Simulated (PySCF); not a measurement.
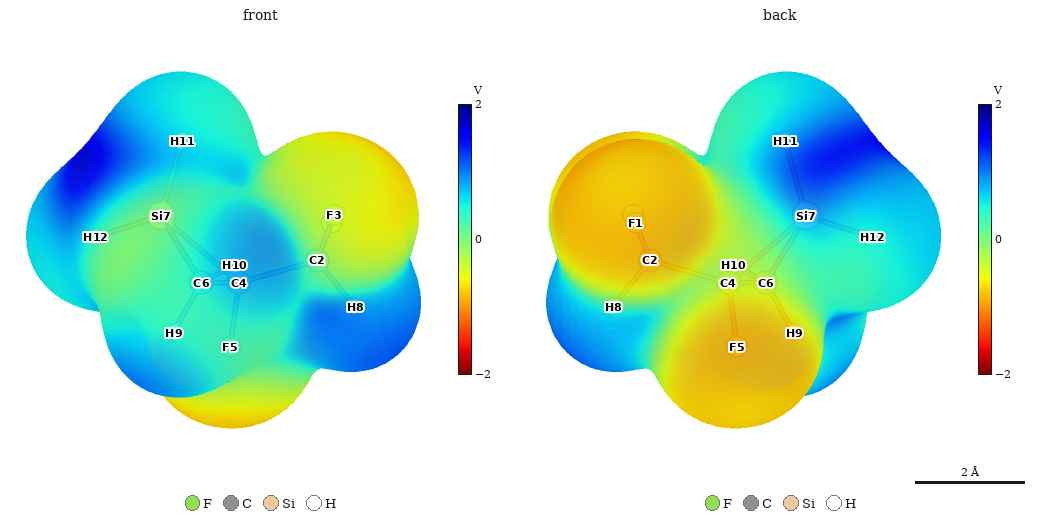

Figure. C$_{3}$H$_{5}$F$_{3}$Si. The molecular electrostatic potential painted on the density surface at 0.002 e/bohr³, seen from the front and from behind; the colour scale runs from red (negative) to blue (positive).

Geometry: GFN2-xTB.

Computed with PBE0/pcSseg-1, SCF density, gas phase, non-relativistic (PySCF).

```xyz
12

F    -1.8545   -1.5175    0.2474
C    -1.5019   -0.2298   -0.0205
F    -1.6393    0.4291    1.1550
C    -0.0850   -0.1441   -0.5250
F    -0.0836   -0.3783   -1.8876
C     0.7635    1.0607   -0.1056
Si    1.4389   -0.5846    0.5325
H    -2.2392    0.1712   -0.7344
H     1.2438    1.5567   -0.9386
H     0.2784    1.7676    0.5531
H     1.1505   -0.9468    1.9033
H     2.5296   -1.1848   -0.2057
```

Question: Where is the surface potential most negative and most positive?

Answer: The most negative region (about −0.9 V) lies over F1 and F5, the most positive (about +1.6 V) over Si7.

Question: What dipole moment does the calculation give?

Answer: Its dipole moment is 1.98 D.
